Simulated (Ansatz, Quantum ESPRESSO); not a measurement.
# The work function of Ru(0001), 4 layers, one monolayer of Al on hcp sites, level by level, part 3 of 5

Wanted: work functions and the surface dipole of Ru(0001), 4 layers, one monolayer of Al on hcp sites at several levels, with their cost.

Quantum ESPRESSO 7.5; plane-wave DFT, PBE, GBRV ultrasoft pseudopotentials; geometry and cross-check by Ansatz 0.2.0 with PAW datasets.

So far. Step 4 (SCF with pw.x: open boundaries by the effective …): The run needed 49 iterations to bring the estimated error under 1e-07 Ry; the largest force on any atom, held or free, is 0.51 eV/Å.

**5. SCF with pw.x: PBE, SSSP efficiency**

The geometry stays; functional or pseudopotentials change.

Level of this step: plane-wave DFT, PBE, SSSP efficiency pseudopotentials (Quantum ESPRESSO 7.5).

File sssp-pbe.in:

```
&control
  prefix = 'sssp-pbe'
  outdir = './out'
  pseudo_dir = './pseudo'
  calculation = 'scf'
  tprnfor = .true.
/
&system
  ibrav = 0
  nat = 5
  ntyp = 2
  ecutwfc = 45
  ecutrho = 360
  occupations = 'smearing'
  smearing = 'mv'
  degauss = 0.02
  assume_isolated = 'esm'
  esm_bc = 'bc1'
/
&electrons
  conv_thr = 1e-07
  mixing_beta = 0.4
  electron_maxstep = 120
  mixing_mode = 'local-TF'
/
ATOMIC_SPECIES
  Ru  101.0700  Ru_ONCV_PBE-1.0.oncvpsp.upf
  Al  26.9815  Al.pbe-n-kjpaw_psl.1.0.0.UPF
CELL_PARAMETERS angstrom
  2.69999999998962 0.00000000000000 0.00000000000000
  1.34999999999481 2.33826859020899 0.00000000000000
  0.00000000000000 0.00000000000000 25.41520000000000
ATOMIC_POSITIONS crystal
  Ru  0.666666666667 0.666666666667 -0.168605234121
  Ru  -0.000000000000 -0.000000000000 -0.084466608421
  Ru  0.666666666667 0.666666666667 -0.000916359138
  Ru  -0.000000000000 -0.000000000000 0.084290055954
  Al  0.666666666667 0.666666666667 0.168605234121
K_POINTS automatic
  12 12 1 0 0 0
```

Started as:

```sh
$ OMP_NUM_THREADS=1 mpirun -n 4 pw.x -nk 4 -in sssp-pbe.in > sssp-pbe.out
```

Log:

```text
[banner, memory and clock lines left out]
Program PWSCF v.7.5 starts
[citation notice left out]

[...]
Message from routine setup:
[...]
bravais-lattice index     =            0
     lattice parameter (alat)  =       5.1023  a.u.
     unit-cell volume          =    1082.8001 (a.u.)^3
     number of atoms/cell      =            5
     number of atomic types    =            2
     number of electrons       =        67.00
     number of Kohn-Sham states=           41
     kinetic-energy cutoff     =      45.0000  Ry
     charge density cutoff     =     360.0000  Ry
     scf convergence threshold =      1.0E-07
     mixing beta               =       0.4000
     number of iterations used =            8  local-TF  mixing
     Exchange-correlation= SLA  PW   PBX  PBC
                           (   1   4   3   4   0   0   0)

     Effective Screening Medium Method
     Boundary Conditions: Vacuum-Slab-Vacuum
     total charge in unit cell        =   0.0000
     grid points for fit at edges     =        4

[...]
PseudoPot. # 1 for Ru read from file:
     ./pseudo/Ru_ONCV_PBE-1.0.oncvpsp.upf
     Pseudo is Norm-conserving, Zval = 16.0
     Generated using ONCVPSP code by D. R. Hamann
     Using radial grid of 1458 points,  6 beta functions with:
                l(1) =   0
                l(2) =   0
                l(3) =   1
                l(4) =   1
                l(5) =   2
                l(6) =   2

     PseudoPot. # 2 for Al read from file:
     ./pseudo/Al.pbe-n-kjpaw_psl.1.0.0.UPF
     Pseudo is Projector augmented-wave + core cor, Zval =  3.0
     Generated using "atomic" code by A. Dal Corso  v.5.1
     Shape of augmentation charge: PSQ
     Using radial grid of 1135 points,  6 beta functions with:
                l(1) =   0
                l(2) =   0
                l(3) =   1
                l(4) =   1
                l(5) =   2
                l(6) =   2
     Q(r) pseudized with 0 coefficients

     atomic species   valence    mass     pseudopotential
     Ru               16.00   101.07000     Ru( 1.00)
     Al                3.00    26.98150     Al( 1.00)

      6 Sym. Ops. (no inversion) found

[...]
number of k points=    19  Marzari-Vanderbilt smearing, width (Ry)=  0.0200
[...]
Dense  grid:   125151 G-vectors     FFT dimensions: (  32,  32, 300)

     Smooth grid:    43957 G-vectors     FFT dimensions: (  24,  24, 216)

     Initial potential from superposition of free atoms

     starting charge      66.9955, renormalised to      67.0000

     negative rho (up, down):  2.445E-06 0.000E+00
     Starting wfcs are   44 randomized atomic wfcs
     Checking if some PAW data can be deallocated...

     per-process dynamical memory:    93.6 Mb

     Self-consistent Calculation

     iteration #  1     ecut=    45.00 Ry     beta= 0.40
     Davidson diagonalization with overlap
     ethr =  1.00E-02,  avg # of iterations =  5.9

     total energy              =    -793.18090397 Ry
     estimated scf accuracy    <       2.83244634 Ry

     iteration #  2     ecut=    45.00 Ry     beta= 0.40
[...]
total energy              =    -793.30975886 Ry
     estimated scf accuracy    <       1.12630092 Ry

     iteration #  3     ecut=    45.00 Ry     beta= 0.40
[...]
total energy              =    -793.41711860 Ry
     estimated scf accuracy    <       0.48062556 Ry

     iteration #  4     ecut=    45.00 Ry     beta= 0.40
[...]
total energy              =    -793.57883492 Ry
     estimated scf accuracy    <       0.21577172 Ry

     iteration #  5     ecut=    45.00 Ry     beta= 0.40
[...]
total energy              =    -793.56289774 Ry
     estimated scf accuracy    <       0.17094545 Ry

     iteration #  6     ecut=    45.00 Ry     beta= 0.40
[...]
total energy              =    -793.57065122 Ry
     estimated scf accuracy    <       0.10395230 Ry

[...]
iteration # 32     ecut=    45.00 Ry     beta= 0.40
[...]
negative rho (up, down):  6.657E-05 0.000E+00

[...]
total energy              =    -793.58989038 Ry
     estimated scf accuracy    <       0.00000286 Ry

     iteration # 33     ecut=    45.00 Ry     beta= 0.40
[...]
negative rho (up, down):  2.672E-05 0.000E+00

[...]
total energy              =    -793.58991472 Ry
     estimated scf accuracy    <       0.00000103 Ry

     iteration # 34     ecut=    45.00 Ry     beta= 0.40
[...]
negative rho (up, down):  3.488E-06 0.000E+00

[...]
total energy              =    -793.58991104 Ry
     estimated scf accuracy    <       0.00000231 Ry

     iteration # 35     ecut=    45.00 Ry     beta= 0.40
[...]
negative rho (up, down):  1.615E-06 0.000E+00

[...]
End of self-consistent calculation

          k = 0.0000 0.0000 0.0000 (  5647 PWs)   bands (ev):

   -77.9428 -77.7858 -77.5233 -77.4034 -48.2773 -47.8011 -47.4893 -47.4893
   -47.3518 -47.3505 -47.3505 -47.2059 -47.1354 -47.1354 -46.9491 -46.9491
   -14.4363 -12.1185 -10.9691 -10.7001 -10.3269  -7.6654  -7.4932  -7.4932
    -7.3527  -7.3527  -7.3115  -7.0808  -6.9007  -6.9007  -6.6204  -6.6204
    -5.6304  -5.5588  -5.5588  -4.6044  -4.6044  -3.8606  -3.8605  -3.8575
    -3.5406

          k = 0.0000 0.0962 0.0000 (  5607 PWs)   bands (ev):

   -77.9342 -77.7792 -77.5165 -77.3965 -48.2599 -47.8052 -47.5358 -47.5036
   -47.4267 -47.3618 -47.3180 -47.2190 -47.1771 -47.1468 -46.9975 -46.9607
   -14.2505 -11.8758 -10.7345 -10.4892 -10.0877  -7.8183  -7.6674  -7.5656
    -7.4611  -7.3089  -7.1916  -7.0213  -6.8917  -6.7803  -6.7152  -6.4549
    -6.0208  -5.6359  -5.6341  -4.9190  -4.6672  -4.4512  -3.8682  -3.4828
    -3.4173

[...]
the Fermi energy is    -4.6760 ev

!    total energy              =    -793.58990182 Ry
     estimated scf accuracy    <       0.00000001 Ry
     smearing contrib. (-TS)   =      -0.00096077 Ry
     internal energy E=F+TS    =    -793.58894106 Ry

     The total energy is F=E-TS. E is the sum of the following terms:
     one-electron contribution =   14115.00502422 Ry
     hartree contribution      =   -7079.47484056 Ry
     xc contribution           =     -81.83694989 Ry
     ewald contribution        =   -7712.59463986 Ry
     one-center paw contrib.   =     -34.68753496 Ry

     convergence has been achieved in  35 iterations

     negative rho (up, down):  1.615E-06 0.000E+00

     Forces acting on atoms (cartesian axes, Ry/au):

     atom    1 type  1   force =     0.00000000    0.00000000    0.01845158
     atom    2 type  1   force =     0.00000000    0.00000000   -0.01731655
     atom    3 type  1   force =     0.00000000    0.00000000   -0.00276758
     atom    4 type  1   force =     0.00000000    0.00000000    0.00204696
     atom    5 type  2   force =     0.00000000    0.00000000   -0.00102211

     Total force =     0.025558     Total SCF correction =     0.001058

[...]
```

It took 65 s on 4 MPI ranks of AMD EPYC 9R14 (Zen 4), shared host; peak memory 0.86 GiB; 4.3 min of CPU time.

Read from the output:

- free energy: -10797.3407 eV
- vacuum line at the lower end of the cell, over the Fermi level: 5.089 eV
- vacuum line at the upper end of the cell, over the Fermi level: 4.263 eV

The potential energy, planar mean oscillates, so the rows of the table below give means over windows of 2.12 Å about each position, cut where the curve ends. Its maxima inside the range that stand out by 2 % of the span (Å: eV): -3.2: -1.86, -1.1: -2.21, 1.1: -1.73, 3.2: -1.85. Its minima: -4.3: -34.0, -2.1: -34.5, 0.0: -34.4, 2.1: -34.4, 4.3: -12.4.

Electrostatic potential energy of an electron; zero at the Fermi level. The potential energy, planar mean by z; means over each step:

```
 z (Å)  potential energy, planar mean (eV)
-11.65                                5.09
 -9.53                                5.09
 -7.41                                5.03
 -5.29                               -6.75
 -3.17                               -15.5
 -1.05                               -15.9
  1.07                               -15.1
  3.19                               -11.5
  5.31                               -2.38
  7.43                                4.20
  9.55                                4.26
 11.67                                4.26
```

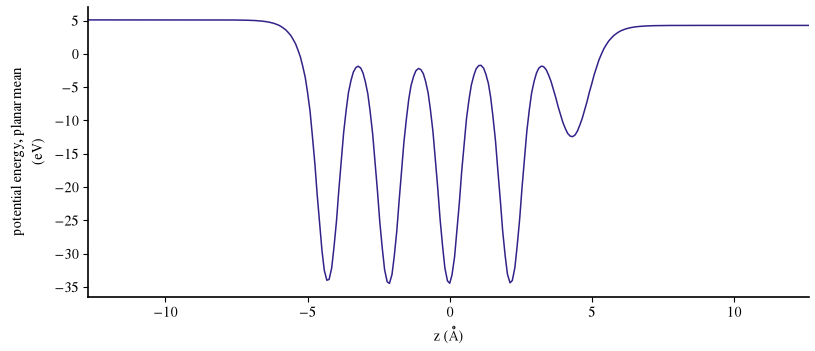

Potential energy, planar mean, plotted against z.

The upper face goes from 4.261 eV (PBE, GBRV) to 4.263 eV, a change of +0.002 eV.

**6. Self-consistent run: rev-vdW-DF2, GBRV ultrasoft**

Level of this step: plane-wave DFT, rev-vdW-DF2, GBRV ultrasoft pseudopotentials made under PBE (Quantum ESPRESSO 7.5). input_dft overrides the functional of the files.

gbrv-vdw-df2-b86r.in, as its differences from the input of step 5:

```diff
@@ -1,3 +1,3 @@
 &control
-  prefix = 'sssp-pbe'
+  prefix = 'gbrv-vdw-df2-b86r'
   outdir = './out'
@@ -11,4 +11,5 @@
   ntyp = 2
-  ecutwfc = 45
-  ecutrho = 360
+  ecutwfc = 40
+  ecutrho = 200
+  input_dft = 'vdw-df2-b86r'
   occupations = 'smearing'
@@ -26,4 +27,4 @@
 ATOMIC_SPECIES
-  Ru  101.0700  Ru_ONCV_PBE-1.0.oncvpsp.upf
-  Al  26.9815  Al.pbe-n-kjpaw_psl.1.0.0.UPF
+  Ru  101.0700  ru_pbe_v1.2.uspp.F.UPF
+  Al  26.9815  al_pbe_v1.uspp.F.UPF
 CELL_PARAMETERS angstrom
```

Started as:

```sh
$ OMP_NUM_THREADS=1 mpirun -n 4 pw.x -nk 4 -in gbrv-vdw-df2-b86r.in > gbrv-vdw-df2-b86r.out
```

Log:

```text
[banner, memory and clock lines left out]
Program PWSCF v.7.5 starts
[citation notice left out]

[...]
Message from routine setup:
[...]
bravais-lattice index     =            0
     lattice parameter (alat)  =       5.1023  a.u.
     unit-cell volume          =    1082.8001 (a.u.)^3
     number of atoms/cell      =            5
     number of atomic types    =            2
     number of electrons       =        67.00
     number of Kohn-Sham states=           41
     kinetic-energy cutoff     =      40.0000  Ry
     charge density cutoff     =     200.0000  Ry
     scf convergence threshold =      1.0E-07
     mixing beta               =       0.4000
     number of iterations used =            8  local-TF  mixing
     Exchange-correlation= VDW-DF2-B86R
                           (   1   4  26   0   2   0   0)

     Effective Screening Medium Method
     Boundary Conditions: Vacuum-Slab-Vacuum
     total charge in unit cell        =   0.0000
     grid points for fit at edges     =        4

[...]
PseudoPot. # 1 for Ru read from file:
     ./pseudo/ru_pbe_v1.2.uspp.F.UPF
     Pseudo is Ultrasoft + core correction, Zval = 16.0
     Generated by new atomic code, or converted to UPF format
     Using radial grid of  967 points,  6 beta functions with:
                l(1) =   0
                l(2) =   0
                l(3) =   1
                l(4) =   1
                l(5) =   2
                l(6) =   2
     Q(r) pseudized with  8 coefficients,  rinner =    1.300   1.300   1.300
                                                       1.300   1.300

     PseudoPot. # 2 for Al read from file:
     ./pseudo/al_pbe_v1.uspp.F.UPF
     Pseudo is Ultrasoft + core correction, Zval =  3.0
     Generated by new atomic code, or converted to UPF format
     Using radial grid of  893 points,  3 beta functions with:
                l(1) =   0
                l(2) =   1
                l(3) =   2
     Q(r) pseudized with  8 coefficients,  rinner =    0.900   0.900   0.900
                                                       0.900   0.900

     atomic species   valence    mass     pseudopotential
     Ru               16.00   101.07000     Ru( 1.00)
     Al                3.00    26.98150     Al( 1.00)

      6 Sym. Ops. (no inversion) found

[...]
number of k points=    19  Marzari-Vanderbilt smearing, width (Ry)=  0.0200
[...]
Dense  grid:    51901 G-vectors     FFT dimensions: (  24,  24, 225)

     Smooth grid:    37003 G-vectors     FFT dimensions: (  24,  24, 200)

     Initial potential from superposition of free atoms

     starting charge      62.9975, renormalised to      67.0000

     negative rho (up, down):  3.275E-01 0.000E+00

     %%%%%%%%%%%%%%%%%%%%%%%%%%%%%%%%%%%%%%%%%%%%%%%%%%%%%%%%%%%%%%%%%%%%%%%%
     %                                                                      %
     % You are using vdW-DF, which was implemented by the Thonhauser group. %
     % possible and the two reviews that describe the various versions:     %
     %                                                                      %
     %                                                                      %
     % If you are calculating stress with vdW-DF, please also cite:         %
     %                                                                      %
     %                                                                      %
     %%%%%%%%%%%%%%%%%%%%%%%%%%%%%%%%%%%%%%%%%%%%%%%%%%%%%%%%%%%%%%%%%%%%%%%%

     %%%%%%%%%%%%%%%%%%%%%%%%%%%%%%%%%%%%%%%%%%%%%%%%%%%%%%%%%%%%%%%%%%%%%%%%
     %                                                                      %
     %  vdW-DF NEWS:                                                        %
     %                                                                      %
     %  * vdW-DF3 is now available. DOI: 10.1021/acs.jctc.0c00471           %
     %    use with input_dft = 'vdW-DF3-opt1' or 'vdW-DF3-opt2'             %
     %                                                                      %
     %  * Unscreened and range-separated hybrid vdW-DF-cx functionals       %
     %    DOI: 10.1063/1.4986522 and 10.1088/1361-648X/ac2ad2               %
     %    use with input_dft = 'vdW-DF-cx0'    and 'vdW-DF-ahcx'            %
     %  * Unscreened and range-separated hybrid vdW-DF2-b86r functionals    %
     %    DOI: 10.1063/1.4986522 and DOI: 10.1103/PhysRevX.12.041003        %
     %    use with input_dft = 'vdW-DF2-br0' and 'vdW-DF2-ahbr'             %
     %                                                                      %
     %%%%%%%%%%%%%%%%%%%%%%%%%%%%%%%%%%%%%%%%%%%%%%%%%%%%%%%%%%%%%%%%%%%%%%%%

     Starting wfcs are   56 randomized atomic wfcs

     per-process dynamical memory:    61.0 Mb

     Self-consistent Calculation

     iteration #  1     ecut=    40.00 Ry     beta= 0.40
     Davidson diagonalization with overlap
     c_bands:  3 eigenvalues not converged
     c_bands:  4 eigenvalues not converged
     ethr =  1.00E-02,  avg # of iterations = 13.8

     negative rho (up, down):  3.759E-01 0.000E+00

     total energy              =    -774.28917823 Ry
     estimated scf accuracy    <     410.05225419 Ry

     iteration #  2     ecut=    40.00 Ry     beta= 0.40
[...]
negative rho (up, down):  3.502E-01 0.000E+00

[...]
total energy              =    -782.70419165 Ry
     estimated scf accuracy    <      20.98902925 Ry

     iteration #  3     ecut=    40.00 Ry     beta= 0.40
[...]
negative rho (up, down):  3.373E-01 0.000E+00

[...]
total energy              =    -782.07278773 Ry
     estimated scf accuracy    <      12.98922266 Ry

     iteration #  4     ecut=    40.00 Ry     beta= 0.40
[...]
c_bands:  1 eigenvalues not converged
[...]
negative rho (up, down):  3.398E-01 0.000E+00

[...]
total energy              =    -782.33147223 Ry
     estimated scf accuracy    <       5.89495586 Ry

     iteration #  5     ecut=    40.00 Ry     beta= 0.40
[...]
negative rho (up, down):  3.357E-01 0.000E+00

[...]
total energy              =    -783.68394006 Ry
     estimated scf accuracy    <      11.92184125 Ry

     iteration #  6     ecut=    40.00 Ry     beta= 0.40
[...]
negative rho (up, down):  3.302E-01 0.000E+00

[...]
total energy              =    -783.03165374 Ry
     estimated scf accuracy    <       4.40220067 Ry

[...]
iteration # 48     ecut=    40.00 Ry     beta= 0.40
[...]
negative rho (up, down):  3.194E-01 0.000E+00

[...]
total energy              =    -783.90053441 Ry
     estimated scf accuracy    <       0.00000161 Ry

     iteration # 49     ecut=    40.00 Ry     beta= 0.40
[...]
negative rho (up, down):  3.194E-01 0.000E+00

[...]
total energy              =    -783.90057892 Ry
     estimated scf accuracy    <       0.00000118 Ry

     iteration # 50     ecut=    40.00 Ry     beta= 0.40
[...]
negative rho (up, down):  3.194E-01 0.000E+00

[...]
total energy              =    -783.90060879 Ry
     estimated scf accuracy    <       0.00000012 Ry

     iteration # 51     ecut=    40.00 Ry     beta= 0.40
[...]
negative rho (up, down):  3.194E-01 0.000E+00

[...]
End of self-consistent calculation

          k = 0.0000 0.0000 0.0000 (  4609 PWs)   bands (ev):

   -78.0903 -77.9327 -77.6615 -77.5254 -48.4320 -47.9516 -47.6365 -47.6365
   -47.4985 -47.4985 -47.4961 -47.3462 -47.2781 -47.2781 -47.0911 -47.0911
   -14.6548 -12.3038 -11.1621 -10.8947 -10.5143  -7.8746  -7.7026  -7.7026
    -7.5619  -7.5619  -7.5164  -7.2800  -7.1076  -7.1076  -6.8295  -6.8295
    -5.8268  -5.7682  -5.7682  -4.8084  -4.8084  -4.0638  -4.0583  -4.0582
    -3.7372

          k = 0.0000 0.0962 0.0000 (  4591 PWs)   bands (ev):

   -78.0816 -77.9261 -77.6546 -77.5185 -48.4146 -47.9556 -47.6833 -47.6510
   -47.5742 -47.5099 -47.4638 -47.3590 -47.3198 -47.2896 -47.1399 -47.1028
   -14.4695 -12.0604 -10.9273 -10.6826 -10.2750  -8.0276  -7.8730  -7.7712
    -7.6693  -7.5186  -7.4012  -7.2246  -7.0972  -6.9888  -6.9223  -6.6645
    -6.2160  -5.8455  -5.8410  -5.1190  -4.8718  -4.6608  -4.0660  -3.6789
    -3.6244

[...]
the Fermi energy is    -4.8788 ev

!    total energy              =    -783.90060088 Ry
     estimated scf accuracy    <       0.00000003 Ry
     smearing contrib. (-TS)   =      -0.00091460 Ry
     internal energy E=F+TS    =    -783.89968629 Ry

     The total energy is F=E-TS. E is the sum of the following terms:
     one-electron contribution =   14112.26798978 Ry
     hartree contribution      =   -7075.35895891 Ry
     xc contribution           =    -108.21407730 Ry
     ewald contribution        =   -7712.59463986 Ry

     convergence has been achieved in  51 iterations

     negative rho (up, down):  3.194E-01 0.000E+00

     Forces acting on atoms (cartesian axes, Ry/au):

     atom    1 type  1   force =     0.00000000    0.00000000    0.02591482
     atom    2 type  1   force =     0.00000000    0.00000000   -0.01654866
     atom    3 type  1   force =     0.00000000    0.00000000   -0.00309162
     atom    4 type  1   force =     0.00000000    0.00000000   -0.00226149
     atom    5 type  2   force =     0.00000000    0.00000000   -0.00385226

     Total force =     0.031224     Total SCF correction =     0.001814

[...]
```

The job ended after 91 s (4 MPI ranks; peak memory 0.77 GiB; 6 min of CPU time).

This step gave:

```
free energy                                                    : -10665.5110 eV
Fermi energy                                                   : -4.879 eV
vacuum line at the lower end of the cell, over the Fermi level : 5.360 eV
vacuum line at the upper end of the cell, over the Fermi level : 4.398 eV
```

The potential energy, planar mean oscillates, so the rows of the table below give means over windows of 2.15 Å about each position, cut where the curve ends. Its maxima inside the range that stand out by 2 % of the span (Å: eV): -3.3: -1.83, -1.1: -2.14, 1.0: -1.64, 3.3: -1.80. Its minima: -4.3: -48.7, -2.1: -49.1, 0.0: -49.0, 2.1: -49.0, 4.3: -16.3.

Electrostatic potential energy of an electron; zero at the Fermi level. Table of potential energy, planar mean by z; means over each step:

| z (Å) | potential energy, planar mean (eV) |
| --- | --- |
| -11.58 | 5.36 |
| -9.43 | 5.36 |
| -7.28 | 5.26 |
| -5.12 | -13.1 |
| -2.97 | -20.2 |
| -0.82 | -20.5 |
| 1.33 | -19.7 |
| 3.48 | -10.9 |
| 5.63 | -0.340 |
| 7.78 | 4.37 |
| 9.93 | 4.40 |
| 12.08 | 4.40 |

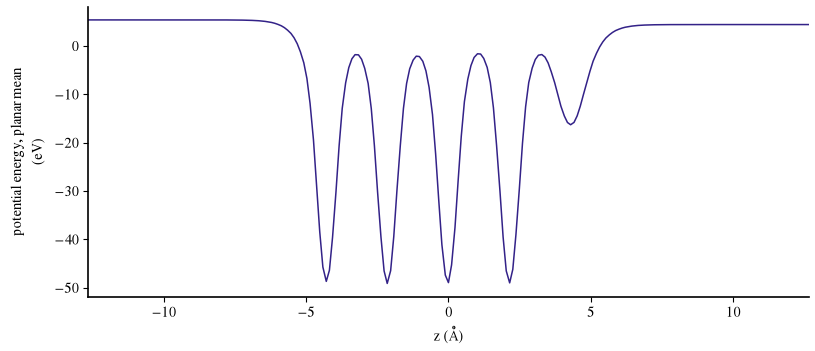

Potential energy, planar mean against z.

The upper face goes from 4.261 eV (PBE, GBRV) to 4.398 eV, a change of +0.137 eV.

(Continued in part 4 of 5.)

[Logs are printed without paths, hosts, clocks, repeated set-up lines and the standing remarks that a program may print on its own settings, such as how far it seeks lower states.]

[Hosts, paths, dates, database ids (printed as entryN), source tags and the programs' standing remarks are cut or masked in the printed files.]

[Maps of the electrostatic potential energy from Ansatz leave out the sawtooth potential of an applied field or a dipole correction, so their vacuum need not be flat; planar profiles and work functions include it.]
